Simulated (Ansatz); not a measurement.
# How thick a slab does the work function of Ta need?

Slabs of Ta from 1 to 13 layers are run on 3 faces. From which thickness on does the work function stay within 0.05 eV of the thickest slab's, and does that depend on the face?

How it was computed: Ansatz 0.2.0, plane waves with PAW datasets (its set soft_2), PBE; symmetric slabs at bulk places and the tabulated experimental lattice constant, 18 Å of vacuum, one k-mesh a face (spacing 0.16 Å⁻¹, 2π included), Fermi-Dirac smearing of 0.1 eV.

Results:

| layers | Ta(100) (eV) | Ta(110) (eV) | Ta(111) (eV) |
| --- | --- | --- | --- |
| 1 | 4.389 | 4.796 | 4.236 |
| 2 | 4.018 | 4.701 | 3.835 |
| 3 | 3.841 | 4.790 | 3.666 |
| 4 | 3.988 | 4.815 | 3.693 |
| 5 | 3.959 | 4.791 | 3.564 |
| 6 | 3.977 | 4.780 | 3.464 |
| 7 | 3.999 | 4.789 | - |
| 8 | 3.997 | 4.786 | 3.510 |
| 10 | 4.000 | 4.788 | 3.523 |
| 11 | - | - | 3.500 |
| 13 | 3.998 | 4.788 | 3.515 |

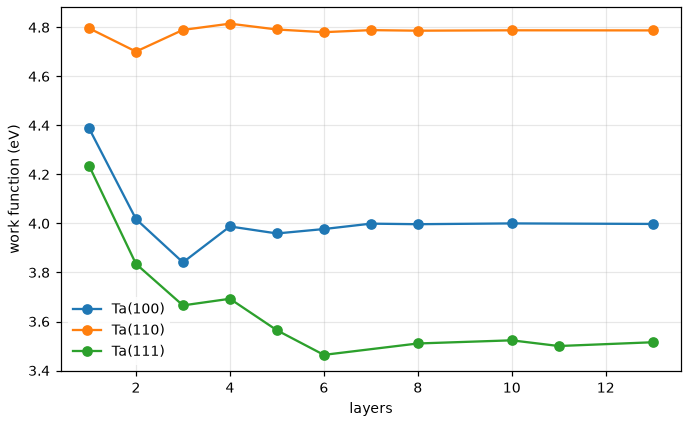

Work function against thickness.

**Answer.** Within 0.05 eV of the 13-layer value: Ta(100) from 4 layers on, Ta(110) from 3 layers on and Ta(111) from 8 layers on. In length between the outer atoms these thicknesses are 5.0 Å, 4.7 Å and 6.7 Å. From four layers on the values span 0.035 to 0.229 eV, most on Ta(111). Thirteen layers cost about 7 to 9 times the CPU time of four.

**Limits.** The 13-layer slab is the reference and is itself not proved converged. Thicknesses missing from the table have no sound run at this vacuum, and where values alternate they could fall outside the band. Spin-orbit coupling is left out. The smearing damps swings with thickness. The slabs are unrelaxed and unreconstructed, and the CPU ratio is rough.
